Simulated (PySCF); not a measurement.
# M06-2X/STO-6G run of CH3F (SMILES CF)

Aim: the vertical ionisation energy of CH3F at M06-2X/STO-6G, from 2 runs. Input form: a Python script.

The calculation is run with PySCF 2.14.0.

8 further runs of the same task are left out: 1 that didn't finish, 7 set aside as unsound or not needed.

## Step 1: The system as given

CH3F has 5 atoms, charge 0, and is taken as a singlet. As SMILES, `CF`. The shape is that of a PBE0-D4/def2-TZVP optimisation.

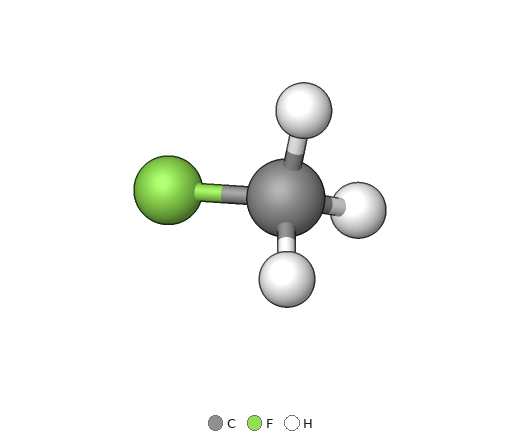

The structure, seen from a chosen angle (carbon grey, fluorine green, hydrogen white).

## Step 2: A single-point energy at M06-2X/STO-6G

job.py

```python
# CF
from pyscf import gto, dft

mol = gto.M(
    atom=[
    ('C', (-0.050700, 0.032900, 0.007800)),
    ('F', (1.094100, -0.710500, -0.168600)),
    ('H', (-0.918700, -0.626900, -0.058000)),
    ('H', (-0.104800, 0.796000, -0.772000)),
    ('H', (-0.019800, 0.508500, 0.990700)),
],
    basis='sto-6g',
    max_memory=1860,
    charge=0,
    verbose=3,
)

mf = dft.RKS(mol)
mf.xc = 'm06-2x'
mf.conv_tol = 1e-10
mf.grids.level = 5
mf.kernel()
if not mf.converged:
    mf = mf.newton().run(mf.mo_coeff, mf.mo_occ)

e_tot = mf.e_tot
print('Final energy', e_tot)
```

The run is started by

```sh
$ OMP_NUM_THREADS=1 python job.py
```

The log of the run:

```text
converged SCF energy = -139.074234211273
Final energy -139.07423421127334
```

It took 2.9 s on 1 thread of Arm Neoverse V1, shared host; peak memory 0.18 GiB.

## Step 3: The doublet cation

input.py

```python
from pyscf import gto, dft

mol = gto.M(
    atom='''
C     -0.095809     0.062172     0.014740
F      2.067549    -1.342650    -0.318608
H     -1.736091    -1.184669    -0.109604
H     -0.198043     1.504222    -1.458869
H     -0.037417     0.960926     1.872152
''',
    spin=1,
    unit='bohr',
    charge=1,
    max_memory=1860,
    basis='sto-6g',
    verbose=3,
)

calc0 = dft.UKS(mol, xc='m06-2x')
calc0.conv_tol = 1e-10
calc0.grids.level = 5
calc0.kernel()
if not calc0.converged:
    calc0 = calc0.newton().run(calc0.mo_coeff, calc0.mo_occ)

etot = calc0.e_tot
print('E = %.10f Eh' % etot)
```

The run is started by

```sh
$ OMP_NUM_THREADS=1 python input.py
```

The log of the run:

```text
converged SCF energy = -138.683623955742  <S^2> = 0.75164214  2S+1 = 2.0016415
E = -138.6836239557 Eh
```

It took 16 s on 1 thread of Arm Neoverse V1, shared host; peak memory 0.19 GiB.

## Step 4: Outcome

At M06-2X/STO-6G:

```
                                          quantity          value
                        singlet CH3F: total energy  -139.07423 Eh
                       singlet CH3F: dipole moment         1.05 D
                         singlet CH3F: HOMO energy       -7.64 eV
                         singlet CH3F: LUMO energy       10.74 eV
                       singlet CH3F: HOMO–LUMO gap       18.38 eV
                      doublet cation: total energy  -138.68362 Eh
doublet cation: HOMO energy (highest over α and β)      -20.30 eV
 doublet cation: LUMO energy (lowest over α and β)      -13.72 eV
                              doublet cation: ⟨S²⟩          0.752
vertical ionisation energy (to the doublet cation)      10.629 eV
```

What this shows: Removing an electron at fixed nuclei costs 10.63 eV (245 kcal/mol). −ε(HOMO) before ionisation, 7.64 eV, is 2.98 eV below this ionisation energy. In a minimal basis such a difference can be off by several eV, whatever the method. Mulliken charges (doublet cation) run from -0.10 on C1 to +0.34 on F2.
